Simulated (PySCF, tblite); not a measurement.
# C₃H₁₁NSi₂: geometry, infrared bands and NMR shifts

Wanted: the infrared bands and NMR shifts of C₃H₁₁NSi₂ (`C=C[Si@@](C)(N)[SiH3]`), by calculation.

Computed with tblite 0.8.0 and PySCF 2.14.0, with density-fitted response routines of our own, on a single molecule in the gas phase. Atoms are numbered from 0 throughout.

**1. Starting geometry**

17 atoms, charge 0, multiplicity 1; geometry from: force field or distance geometry start.

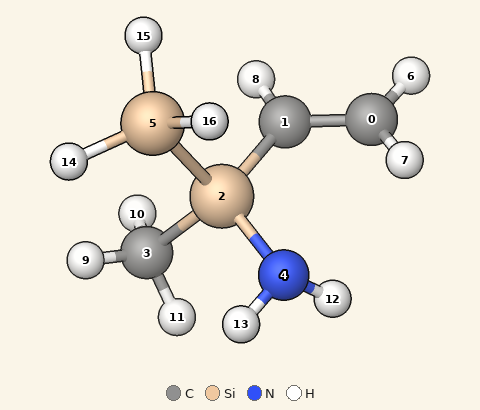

The starting geometry (carbon grey, silicon light orange, nitrogen blue, hydrogen white), atoms numbered; sticks join atoms by distance.

**2. Geometry optimisation with GFN2-xTB**

The job: settings as JSON, then the geometry in Å.

```
{"job": {"kind": "relax", "xc": "GFN2-xTB", "basis": "xTB"}, "charge": 0, "multiplicity": 1}
C      2.346700    -0.890700     0.427300
C      1.418500    -0.563900    -0.511000
Si    -0.236700    -0.009300     0.020400
C     -1.498300    -0.956600    -0.988000
N     -0.580100    -0.287000     1.752400
Si    -0.402600     2.202600    -0.277300
H      3.345700    -1.224400     0.140000
H      2.143800    -0.824700     1.493900
H      1.690800    -0.651100    -1.565000
H     -2.314000    -0.273000    -1.231800
H     -1.027400    -1.317500    -1.920600
H     -1.857400    -1.816200    -0.335300
H     -0.234000    -1.200900     2.075300
H     -1.627200    -0.220500     1.870600
H     -1.770000     2.602700    -0.641900
H      0.541600     2.599800    -1.298900
H      0.053600     2.842500     0.980000
```

Run with:

```bash
> OMP_NUM_THREADS=1 python probes_run.py task.json out
```

This one command runs all jobs of the session in turn.

**Question.** This job is followed by: GFN2-xTB harmonic vibrations, gas phase; GIAO PBE0/pcSseg-1 NMR shielding, non-relativistic, gas phase. Predict these results of the whole session: strongest single infrared mode (GFN2-xTB); zero-point energy (GFN2-xTB); ¹³C shifts against TMS (PBE0/pcSseg-1); ¹H shifts against TMS (PBE0/pcSseg-1, means over atoms taken as alike); ²⁹Si shifts against TMS (PBE0/pcSseg-1); ¹⁵N shifts against NH3 (PBE0/pcSseg-1).

**Answer**, as computed:

```
                                                              quantity                                   value
                             strongest single infrared mode (GFN2-xTB)                    785 cm⁻¹, 545 km/mol
                                          zero-point energy (GFN2-xTB)                           80.0 kcal/mol
                                ¹³C shifts against TMS (PBE0/pcSseg-1)                   146.6, 141.1, 7.2 ppm
¹H shifts against TMS (PBE0/pcSseg-1, means over atoms taken as alike)  6.47, 6.40, 6.38, 3.33, 0.23, 0.21 ppm
                               ²⁹Si shifts against TMS (PBE0/pcSseg-1)                       -18.1, -118.1 ppm
                                ¹⁵N shifts against NH3 (PBE0/pcSseg-1)                                17.4 ppm
```

What this shows: Over 101 steps the energy fell by 0.562 eV; of the close pairs, Si2–Si5 changed most, 2.238 to 2.316 Å. The lowest mode is slightly imaginary (17i cm⁻¹), a soft motion within the noise of the Hessian, so the minimum is not strictly shown. The strongest single mode, at 785 cm⁻¹, is spread over several atoms, H15, H16, H14 among them. Unscaled tight-binding wavenumbers are off by several per cent, some by more. Its intensities can rank the bands wrongly. The most deshielded carbon is C1 (alkene CH), at 146.6 ppm: an sp2 carbon of a C=C bond.
